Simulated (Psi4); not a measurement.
# CH3BN− ([B(CN)H3]-), run twice

Aim: the energy of CH3BN− ([B(CN)H3]-) at QCISD/pcSseg-1.

The results are computed with Psi4 1.11.

8 further runs of the same task are left out: 4 that didn't finish, 4 set aside as unsound or not needed.

## Step 1: The molecule

CH3BN− has 6 atoms, charge -1, and is taken as a singlet. As SMILES, `[H][B-]([H])([H])C#N`. The coordinates come from a GFN2-xTB relaxation.

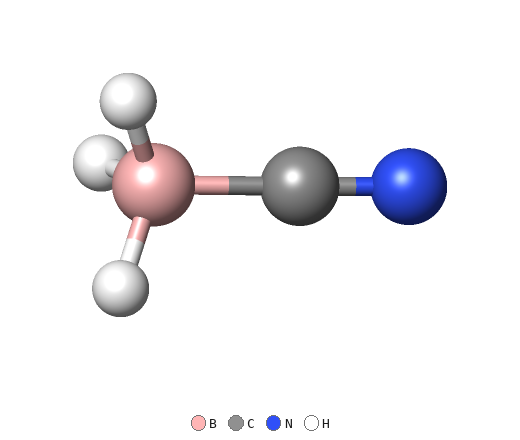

The structure, seen from a chosen angle (boron pink, carbon grey, nitrogen blue, hydrogen white).

## Step 2: The input as first written

ch3bn.xyz reads:

```xyz
6
CH3BN
B     -0.008840    -0.000890    -0.515200
C      0.012590     0.003010     1.039770
N      0.037140     0.002160     2.198270
H      1.146410     0.004020    -0.920920
H     -0.598610     1.000520    -0.903260
H     -0.588700    -1.008830    -0.898660
```

run.py reads:

```python
import psi4

psi4.set_memory(1600000000)
psi4.set_num_threads(1)
psi4.set_output_file('psi4.out', False)

with open('ch3bn.xyz') as f:
    atoms = ''.join(f.readlines()[2:])
molecule = psi4.geometry('-1 1\n' + atoms + 'symmetry c1')

psi4.set_options({
    'basis': 'pcSseg-1',
    'freeze_core': True,
    'scf_type': 'pk',
    'docc': [10],
})

E, wfn = psi4.energy('qcisd', molecule=molecule, return_wfn=True)
print(f'total energy {E:.8f} hartree = {E * 27.211386:.5f} eV')
for k, v in sorted(psi4.core.scalar_variables().items()):
    print(f'{k:45s} {v:18.10f}')
```

On the command line:

```
$ python run.py
```

psi4.out:

```text
Psi4 1.11 release

   => Loading Basis Set <=

    Name: PCSSEG-1
    Role: ORBITAL
    Keyword: BASIS
```

Standard output:

```text
Traceback (most recent call last):
  File "run.py", line 18, in <module>
    E, wfn = psi4.energy('qcisd', molecule=molecule, return_wfn=True)
RuntimeError:
Fatal Error: Got 10 alpha electrons, expected 11.
DOCC and SOCC must specify the occupation of all electrons or none.
```

Run time: 1.6 s. Hardware: 1 thread of Intel Xeon Platinum 8259CL at 2.50GHz (Skylake/Cascade Lake), shared host; peak memory 0.14 GiB.

## Step 3: What went wrong

The input was rejected.

The telling line is `Fatal Error: Got 10 alpha electrons, expected 11.`. The fault: the orbital occupation or active space doesn't match the electron count or the lowest state. To mend it: docc at its default in place of (10).

## Step 4: Second attempt

ch3bn.xyz is that of step 2.

run.py reads:

```python
import psi4

psi4.set_memory(1600000000)
psi4.set_num_threads(1)
psi4.core.set_output_file('ch3bn.out', False)

with open('ch3bn.xyz') as f:
    atoms = ''.join(f.readlines()[2:])
geom = psi4.geometry('-1 1\n' + atoms + '')

psi4.set_options({
    'basis': 'pcSseg-1',
    'freeze_core': True,
    'scf_type': 'pk',
})

e = psi4.energy("qcisd")
print(f'total energy {e:.8f} hartree = {e * 27.211386:.5f} eV')
```

On the command line:

```
$ python run.py
```

ch3bn.out:

```text
[...]
  Running in c1 symmetry.
[...]
  Nuclear repulsion =   51.037990694727995
[...]
  Multiplicity = 1
[...]
  Nalpha       = 11
  Nbeta        = 11
[...]
    Number of basis functions: 66
[...]
   @RHF iter   1:  -118.65533080883455   -1.16804e+00   5.82059e-03 ADIIS/DIIS
[...]
   @RHF iter  11:  -118.75448249004624   -7.81597e-13   2.97191e-09 DIIS
[...]
    Orbital Energies [Eh]
    ---------------------
    Doubly Occupied:
       1A    -15.338731     2A    -11.035662     3A     -7.336249
       4A     -1.001134     5A     -0.580893     6A     -0.382414
       7A     -0.308335     8A     -0.296187     9A     -0.296056
      10A     -0.214087    11A     -0.213995
[...]
  @RHF Final Energy:  -118.75448249004624
   => Energetics <=
    Nuclear Repulsion Energy =             51.0379906947279949
    One-Electron Energy =                -265.5774580664124187
    Two-Electron Energy =                  95.7849848816381808
    Total Energy =                       -118.7544824900462430
[...]
 Multipole Moments:
 ------------------------------------------------------------------------------------
     Multipole            Electronic (a.u.)      Nuclear  (a.u.)        Total (a.u.)
 ------------------------------------------------------------------------------------
 L = 1.  Multiply by 2.5417464519 to convert [e a0] to [Debye]
 Dipole X            :          0.0604925           -0.0547091            0.0057834
 Dipole Y            :          0.0070320           -0.0056011            0.0014309
 Dipole Z            :          4.2820308           -3.6828061            0.5992247
 Magnitude           :                                                    0.5992543
[...]
      * MP2 total energy:                   -119.160350416194
[...]
      * MP3 total energy:                   -119.172037286805
[...]
      * QCISD total energy:                 -119.182802215853
[...]
```

The script printed:

```text
total energy -119.18280222 hartree = -3243.12924 eV
```

It took 6.6 s on 1 thread of Intel Xeon Platinum 8259CL at 2.50GHz (Skylake/Cascade Lake), shared host; peak memory 0.32 GiB.

## Step 5: Results

At QCISD/pcSseg-1:

| quantity | value |
| --- | --- |
| total energy | -119.18280 Eh |
| HOMO energy (Hartree–Fock orbitals) | -5.82 eV |
| LUMO energy (Hartree–Fock orbitals) | 10.39 eV |
| HOMO–LUMO gap (to an unbound level, set by the basis) | 16.22 eV |
| correlation energy (3 core orbitals frozen) | -428.3 mEh |
| T1 diagnostic | 0.014 |
